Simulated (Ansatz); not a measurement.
The reference is ZrS₂ in the CdI2 type structure (space group P-3m1, No. 164; a = 3.635 Å, c = 5.720 Å; layered, stacked along the Cartesian z axis).

Perturbation: cell and atoms relaxed at a pressure of 0.9 GPa.

Level of theory: plane-wave PAW DFT at the PBE-D3(BJ) level (Ansatz, an electronic-structure program, 420 eV), scalar-relativistic without spin-orbit coupling.

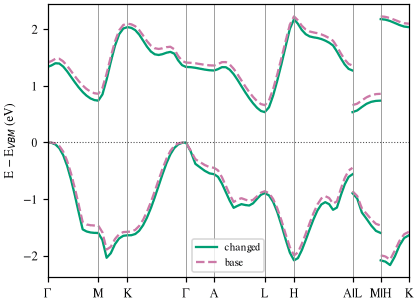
Highest valence and lowest conduction band along the path, each from its own valence-band maximum

Problem. From the figure, how large is the changed gap, and is it direct?

Solution. About 0.5 eV, indirect, Γ → L.

Load acts through the strain it causes; cell and atoms are relaxed under it. No phonon test of stability was made.
